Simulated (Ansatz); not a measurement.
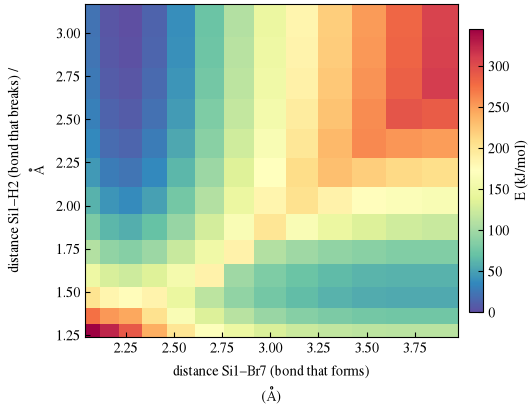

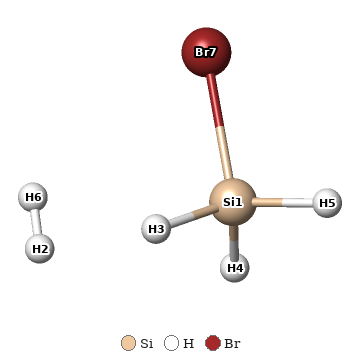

Energy landscape of the reacting system BrH5Si (fragments H₄Si + BrH where the first distance is long, BrH₃Si + H₂ where the second is long). 
- Coordinates scanned: (1) distance Si1–Br7 (bond that forms); (2) distance Si1–H2 (bond that breaks).
- Relaxed at each point: all other coordinates.
- The grid has 13 × 13 points.
- Points are written as (first, second).
- Energies are in kJ/mol, from the lowest grid point.
- Energies and slopes of some neighbouring points disagree (a jump in structure or state, or too coarse a mesh). The reference is spin-restricted, so regions where a bond is pulled apart into radicals lie too high.
- These are results of Ansatz, RKS PBE-D4/def2-SVP, not measurements.

The picture shows one coloured cell a grid point. The second picture is the structure at the lowest point.

> Summarise what can be read from the map.

The lowest grid point is at (2.271 Å, 3.078 Å). It lies in a valley that leaves the map towards separated partners. The energy also falls towards the edge at (3.879 Å, 1.470 Å) (55 kJ/mol above the lowest), where a further well may lie outside the range. The highest grid point, (2.079 Å, 1.278 Å), lies 346 kJ/mol above the lowest.

The input of one point:

```yaml
crystal:
  periodic: [false, false, false]
  atoms:
    - { symbol: Si, position_ang: [-0.667879, 0.311529, -0.577858] }
    - { symbol: H, position_ang: [1.138419, -1.35382, 1.276322] }
    - { symbol: H, position_ang: [0.100442, -0.825749, -1.180345] }
    - { symbol: H, position_ang: [-1.236809, -0.149107, 0.730133] }
    - { symbol: H, position_ang: [-1.73959, 0.807194, -1.503558] }
    - { symbol: H, position_ang: [1.60736, -0.781742, 1.401949] }
    - { symbol: Br, position_ang: [0.798057, 1.991592, -0.14674] }
basis:
  gaussian: { orbitals: def2-SVP }
hamiltonian:
  xc: pbe
  dispersion: d4
output:
  forces: true
relax:
  f_tol: 0.02
  max_steps: 50
  escape_saddle: false
  constraints: [{ distance: [0, 6] }, { distance: [0, 1] }]
scf:
  lower_state_search: "off"
```

The whole map (169 points run) took 18 min on 1 thread of Arm Neoverse V2 (shared host).
